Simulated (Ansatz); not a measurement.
Input file:

```
crystal:
  periodic: [false, false, false]
  atoms:
    - { symbol: O, position_ang: [-1.9204, 1.3699, 0.1847] }
    - { symbol: C, position_ang: [-1.3424, 0.8312, 1.0481] }
    - { symbol: C, position_ang: [-0.0762, 0.1058, 0.8301] }
    - { symbol: Si, position_ang: [0.5807, -0.1298, -0.8983] }
    - { symbol: O, position_ang: [2.0172, -0.8409, -1.0229] }
    - { symbol: Cl, position_ang: [-0.6773, -1.5132, -1.8252] }
    - { symbol: H, position_ang: [-1.6743, 0.854, 2.096] }
    - { symbol: H, position_ang: [0.7562, 0.678, 1.3954] }
    - { symbol: H, position_ang: [-0.1443, -0.8517, 1.3794] }
    - { symbol: H, position_ang: [2.55459, -0.05237, -0.7592] }
    - { symbol: H, position_ang: [2.0267, -1.6623, -1.4897] }
basis:
  gaussian: { orbitals: def2-SVP }
hamiltonian:
  xc: lda
relax:
  f_tol: 0.02
  max_steps: 50
output:
  orbitals: {}
```

Launched as:

```sh
ansatz run input.yaml --threads 2 --pin off --max-ram 3072MiB --backend cpu --events-out ev --progress --plain --runs-dir out
```

The fields are those of the run's last geometry, not of the input's.

At this geometry the atoms fall into two loosely joined parts.

The calculation used RKS LDA/def2-SVP (Ansatz).

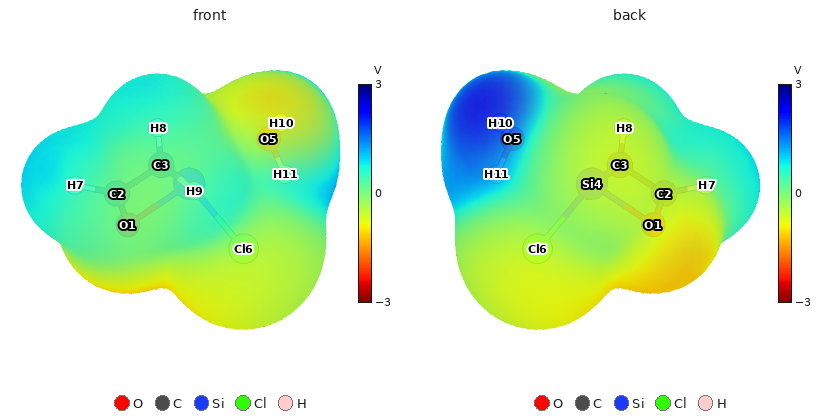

C2H5ClO2Si. The electrostatic potential painted on the density surface at 0.001 e/bohr³, seen from the front and from behind; red is negative and blue positive.

**Where is the surface potential most negative and most positive?**

The most negative region (about −1.2 V) lies over O1, the most positive (about +2.1 V) over H10. O1 is the likeliest acceptor of a hydrogen bond.
